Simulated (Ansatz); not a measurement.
**NO (nitric oxide) at 6 levels**

Wanted: a comparison of 6 runs (U-r2SCAN/STO-3G, U-r2SCAN0/STO-3G, U-wB97X/STO-3G, UB2PLYP/STO-3G, UBHLYP/STO-3G, UCCSD/STO-3G) of NO (nitric oxide). 

The calculation is run with Ansatz 0.2.0.

32 further runs of the same task are left out: 2 that didn't finish, 30 set aside as unsound or not needed.

## (1) Starting point

NO has 2 atoms, charge 0, and is taken as a doublet. SMILES: `[N]=O`. The O2–N1 distance was set to 1.425 Å, away from the relaxed value.

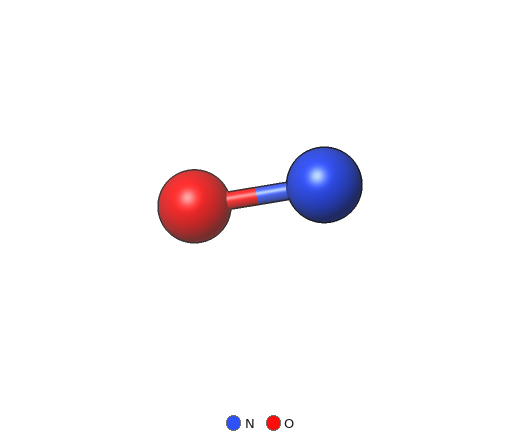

Viewed from a chosen angle; nitrogen blue, oxygen red.

## (2) A single-point energy at U-r2SCAN/STO-3G (run 1)

The input, molecule.yaml:

```yaml
crystal:
  periodic: [false, false, false]
  atoms:
    - symbol: N
      position_ang: [-0.725438, 0.265548, -0.365989]
    - symbol: O
      position_ang: [0.483620, -0.177030, 0.243990]
basis:
  gaussian:
    orbitals: STO-3G
magnetization:
  spin_polarized: true
  initial_magnetization: 1
hamiltonian:
  xc: {name: r2SCAN}
total_charge: 0
accuracy: high
```

Started as:

```console
ansatz run molecule.yaml --threads 1 --pin off --max-ram 3480MiB --events-out events.jsonl --progress --plain --runs-dir runs
```

What it wrote:

```text
Warning: RAYON_NUM_THREADS=1 ignored (pool sized by the plan → 1); use --threads N
Functional definition: r2SCAN
  name "r2SCAN"
  parameter k0 = 0.174
  parameter k1 = 0.065
  parameter a1 = 4.9479
  exchange = r2scan_x(k0 = k0, k1 = k1, a1 = a1)
  correlation = r2scan_c
149 factors; integrals over basis functions are off by at most 4.7e-8 eV
mean field evaluation 1: about -3484.4471 eV, gradient 8.7e0 eV
mean field evaluation 2: about -3477.4900 eV, gradient 3.5e1 eV
mean field evaluation 4: about -3484.7399 eV, gradient 5.0e0 eV
mean field evaluation 8: about -3484.8792 eV, gradient 2.2e-1 eV
mean field evaluation 16: about -3484.8344 eV, gradient 6.8e-3 eV
mean field evaluation 32: about -3484.8344 eV, gradient 1.5e-8 eV
mean field -3484.83441978 eV, -128.0653028214 hartree, gradient 2.1e-8 eV, S^2 0.902954; 3 other end points of the search recorded, 0 dependent functions left out
reference -3484.83441995 eV, -128.0653028276 hartree; 8, 7 occupied and 2, 3 virtual orbitals, 149 factors
Total energy: -3484.83441995 eV, -128.0653028276 hartree
```

Run time: 2.7 s. Hardware: 1 thread of Arm Neoverse V1, shared host; peak memory 0.14 GiB.

## (3) A single-point energy at U-r2SCAN0/STO-3G (run 2)

The input, input.yaml:

```yaml
crystal:
  periodic: [false, false, false]
  atoms:
    - {symbol: N, position_ang: [-0.725438, 0.265548, -0.365989]}
    - {symbol: O, position_ang: [0.483620, -0.177030, 0.243990]}
basis:
  gaussian: {orbitals: STO-3G}
hamiltonian: {xc: {name: r2SCAN0}}
accuracy: high
magnetization: {spin_polarized: true, initial_magnetization: 1}
```

Started as:

```console
ansatz run input.yaml --threads 1 --pin off --max-ram 3480MiB --events-out events.jsonl --progress --plain --runs-dir runs
```

What it wrote:

```text
Warning: RAYON_NUM_THREADS=1 ignored (pool sized by the plan → 1); use --threads N
Functional definition: r2SCAN0
  name "r2SCAN0"
  parameter a = 0.25
[... 3 set-up lines as earlier in the session ...]
  exchange = (1 - a)*r2scan_x(k0 = k0, k1 = k1, a1 = a1) + a*exact_x
[... 1 set-up line as earlier in the session ...]
149 factors; integrals over basis functions are off by at most 4.7e-8 eV
mean field evaluation 1: about -3483.7524 eV, gradient 3.1e0 eV
mean field evaluation 2: about -3483.7894 eV, gradient 3.1e0 eV
mean field evaluation 4: about -3483.8443 eV, gradient 3.1e-1 eV
mean field evaluation 8: about -3483.8186 eV, gradient 2.0e-1 eV
mean field evaluation 16: about -3484.1871 eV, gradient 6.2e-4 eV
mean field evaluation 32: about -3484.1871 eV, gradient 1.9e-4 eV
mean field -3484.18705326 eV, -128.0415125404 hartree, gradient 2.4e-8 eV, S^2 1.273177; 3 other end points of the search recorded, 0 dependent functions left out
reference -3484.18705339 eV, -128.0415125452 hartree; 8, 7 occupied and 2, 3 virtual orbitals, 149 factors
Total energy: -3484.18705339 eV, -128.0415125452 hartree
```

It took 3.6 s on 1 thread of Arm Neoverse V1, shared host; peak memory 0.14 GiB.

Runs 3 to 4 aren't shown in full; the table further down has their settings and results.

## (4) The energy at UBHLYP/STO-3G (run 5)

The input, run.yaml:

```yaml
crystal:
  periodic: [false, false, false]
  atoms:
    - {symbol: "N", position_ang: [-0.725438, 0.265548, -0.365989]}
    - {symbol: O, position_ang: [0.483620, -0.177030, 0.243990]}
basis:
  gaussian: {orbitals: STO-3G}
magnetization: {spin_polarized: true, initial_magnetization: 1}
hamiltonian: {xc: {name: BHLYP}}
accuracy: high
```

Started as:

```console
ansatz run run.yaml --threads 1 --pin off --max-ram 3480MiB --events-out events.jsonl --progress --plain --runs-dir runs
```

What it wrote:

```text
Warning: RAYON_NUM_THREADS=1 ignored (pool sized by the plan → 1); use --threads N
Functional definition: BHLYP
  name "BHLYP"
  parameter a = 0.5
  exchange = (1 - a)*b88_x + a*exact_x
  correlation = lyp_c
149 factors; integrals over basis functions are off by at most 4.7e-8 eV
mean field evaluation 1: about -3483.2078 eV, gradient 7.0e0 eV
mean field evaluation 2: about -3481.5797 eV, gradient 2.0e1 eV
mean field evaluation 4: about -3483.4851 eV, gradient 4.2e-1 eV
mean field evaluation 8: about -3483.4946 eV, gradient 1.3e-1 eV
mean field evaluation 16: about -3484.1788 eV, gradient 9.8e-2 eV
mean field evaluation 32: about -3484.1792 eV, gradient 1.4e-3 eV
mean field -3484.17915098 eV, -128.0412221372 hartree, gradient 5.0e-8 eV, S^2 1.373913; 3 other end points of the search recorded, 0 dependent functions left out
reference -3484.17916125 eV, -128.0412225145 hartree; 8, 7 occupied and 2, 3 virtual orbitals, 149 factors
Total energy: -3484.17916125 eV, -128.0412225145 hartree
```

Wall time 1.2 s (1 thread of Arm Neoverse V1, shared host).

## (5) The energy at UCCSD/STO-3G (run 6)

The input, input.yaml:

```yaml
crystal:
  periodic: [false, false, false]
  atoms:
    - {symbol: N, position_ang: [-0.725438, 0.265548, -0.365989]}
    - {symbol: O, position_ang: [0.483620, -0.177030, 0.243990]}
basis:
  gaussian: {orbitals: STO-3G}
magnetization: {spin_polarized: true, initial_magnetization: 1}
accuracy: high
correlation: {method: ccsd, frozen_orbitals: {"N": 1, O: 1}}
scf: {omitted_lower_state_checks: [cluster_reference, increment]}
```

Started as:

```console
ansatz run input.yaml --threads 1 --pin off --max-ram 3480MiB --events-out events.jsonl --progress --plain --runs-dir runs
```

What it wrote, cut to the lines that bear on the results:

```text
Warning: RAYON_NUM_THREADS=1 ignored (pool sized by the plan → 1); use --threads N
Functional definition: HF
  name "HF"
[...]
149 factors; integrals over basis functions are off by at most 4.7e-8 eV
[...]
mean field -3470.67038293 eV, -127.5447840677 hartree, gradient 4.5e-8 eV, S^2 1.638440; 12 other end points of the search recorded, 0 dependent functions left out
2 core orbitals not correlated: weight in the atoms' cores, before any rotation towards them, 1.000 or more for the frozen orbitals, at most 0.000 for the correlated occupied ones
reference -3470.67038293 eV, -127.5447840677 hartree; 6, 5 occupied and 2, 3 virtual orbitals, 149 factors
second order -1.13432464 eV of doubles, -0.00000000 eV of singles
cycle   1  -1.40019164 eV  change   -2.7e-1 eV  update   7.8e-2
[...]
cycle  38  -2.77322854 eV  change  -1.5e-10 eV  update  2.0e-10
Total energy: -3473.44361146 eV, -127.6466983366 hartree
Checks for a lower state left out: cluster_reference, increment
```

Run time: 0.88 s. Hardware: 1 thread of Arm Neoverse V1, shared host.

## (6) Overview of the runs

```
run             level  frozen core orbitals  energy (Eh)   ⟨S²⟩  wall time
  1   U-r2SCAN/STO-3G                     –  -128.065303  0.903      2.7 s
  2  U-r2SCAN0/STO-3G                     –  -128.041513  1.273      3.6 s
  3    U-wB97X/STO-3G                     –  -128.080750  1.096      2.9 s
  4    UB2PLYP/STO-3G                     2  -127.932707  1.419      1.5 s
  5     UBHLYP/STO-3G                     –  -128.041223  1.374      1.2 s
  6      UCCSD/STO-3G                     2  -127.646698  1.638     0.88 s
```

## (7) Outcome

```
                                          quantity          value
                               run 6: total energy  -127.64670 Eh
run 6: correlation energy (2 core orbitals frozen)     -101.9 mEh
          run 6: ⟨S²⟩ of the reference determinant          1.638
                              run 6: T1 diagnostic          0.114
```

**Reading.** Totals of different functionals can't be ranked against each other. In runs 1, 2, 3, 4, 5, 6 the basis is minimal, so the values are rough. Spin contamination of the reference: run 6 ⟨S²⟩ = 1.64, run 4 ⟨S²⟩ = 1.42, run 5 ⟨S²⟩ = 1.37, run 2 ⟨S²⟩ = 1.27, run 3 ⟨S²⟩ = 1.10, run 1 ⟨S²⟩ = 0.90. Where it is this large, the reference is a mixture of spin states, and values that rest on it are in doubt. All runs together took 13 s, the longest 3.6 s.
